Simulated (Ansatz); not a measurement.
```yaml
crystal:
  lattice:
    - [3.37292, 0.00000, 0.00000]
    - [-1.68646, 2.92104, 0.00000]
    - [0.00000, 0.00000, 11.77986]
  atoms:
    - { symbol: Ge, position: [0.33333, 0.66667, 0.34982] }
    - { symbol: Ge, position: [0.66667, 0.33333, 0.65018] }
    - { symbol: Sb, position: [0.00000, 0.00000, 0.87060] }
    - { symbol: Sb, position: [0.00000, 0.00000, 0.12940] }
    - { symbol: S, position: [0.00000, 0.00000, 0.50000] }
```

Space group P-3m1; a structure generated by program, which may or may not match a known phase.

Theory: DFT PBE, scalar-relativistic, plane waves, PAW in Ansatz.

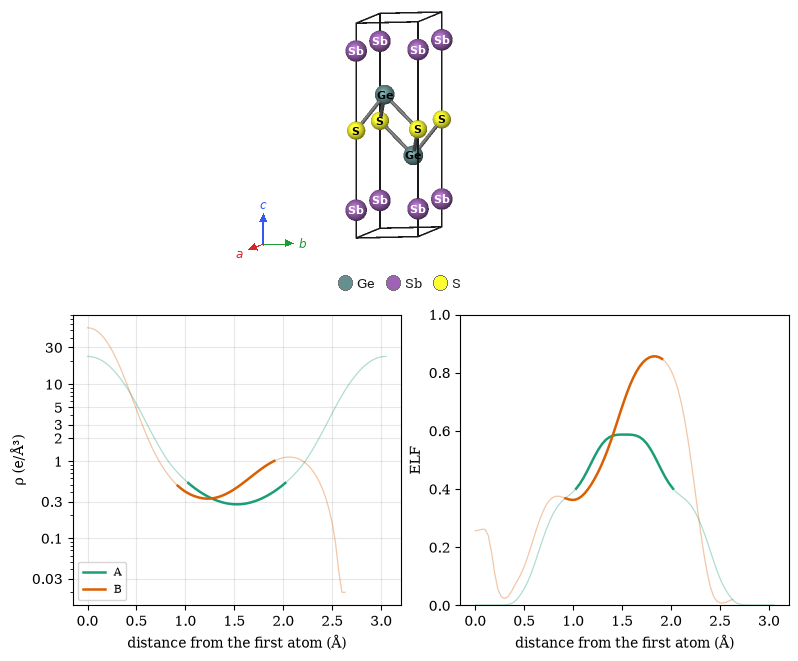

Ge2Sb2S. Valence electron density and electron localisation function along straight lines between neighbouring atoms. Thin, pale parts lie inside the atomic spheres. The structure is drawn too.

In a PAW calculation such maps are meaningful between the atoms, not at the nuclei.

Q: Which curve belongs to which contact (Ge–S and Sb–Sb)? The first atom named is at distance zero.

A: Curve A: Sb–Sb (3.05 Å): ρ at the midpoint is about 0.28 e/Å³; the ELF reaches about 0.60 near the midpoint. Curve B: Ge–S (2.63 Å): ρ is about 0.34 e/Å³ halfway; the ELF peaks at about 0.85 in the valence shell of S, 0.8 Å from its nucleus, and drops to about 0.35 between the two atoms.
